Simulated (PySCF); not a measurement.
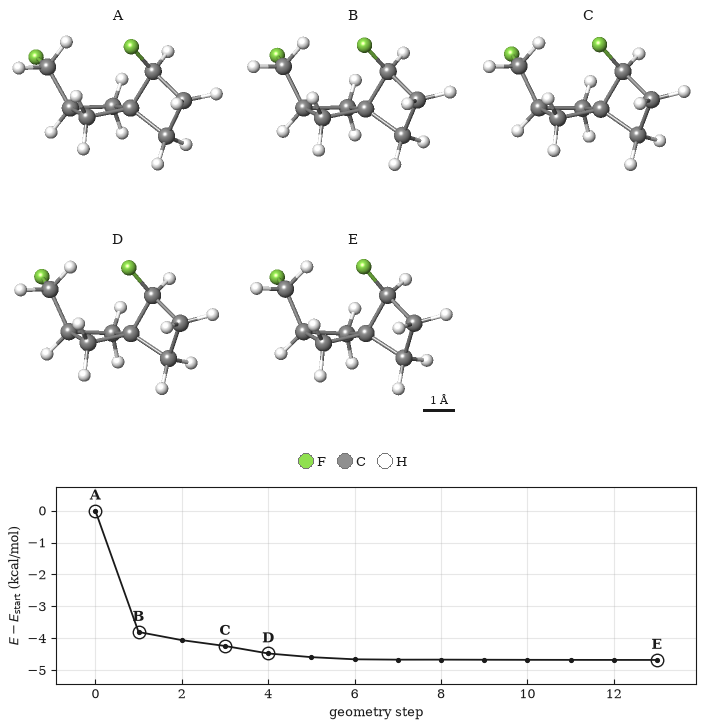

Frames of a relaxation of C$_{8}$H$_{12}$F$_{2}$, marked on the history of the run. A ball-and-stick model, seen at a tilt.

The start comes from GFN2-xTB. Its atoms were then displaced at random by about 0.01 Å.

Theory: PBE0-D3(BJ)/def2-SVP geometry optimisation, gas phase in PySCF. 

What happens along the run?

Answer. Over 13 geometry steps the energy falls by 4.68 kcal/mol. The largest moves after the best rigid fit, 0.42 Å, are those of H atoms. Largest moves by element: H 0.42 Å, F 0.37 Å, C 0.17 Å. Among the contacts that change: C–C 1.496 → 1.544 Å, C–C 1.529 → 1.508 Å, C–H 1.085 → 1.103 Å, C–C 1.551 → 1.533 Å. Among the angles between lasting bonds that change: C–C–H 113.0° → 117.3°, C–C–H 114.8° → 111.1°, C–C–F 114.0° → 117.4°. From step 0 to 1: an F atom moves most (0.21 Å), energy −3.80 kcal/mol. From step 1 to 3: an H atom moves most (0.08 Å), energy −0.44 kcal/mol. From step 3 to 4: an H atom moves most (0.11 Å), energy −0.23 kcal/mol. From step 4 to 13: an H atom moves most (0.10 Å), energy −0.20 kcal/mol.

| step | E − E(0), kcal/mol |
| --- | --- |
| 0 | 0.00 |
| 1 | -3.80 |
| 2 | -4.06 |
| 3 | -4.24 |
| 4 | -4.47 |
| 5 | -4.59 |
| 6 | -4.66 |
| 7 | -4.67 |
| 8 | -4.67 |
| 9 | -4.67 |
| 10 | -4.67 |
| 11 | -4.68 |
| 12 | -4.68 |
| 13 | -4.68 |
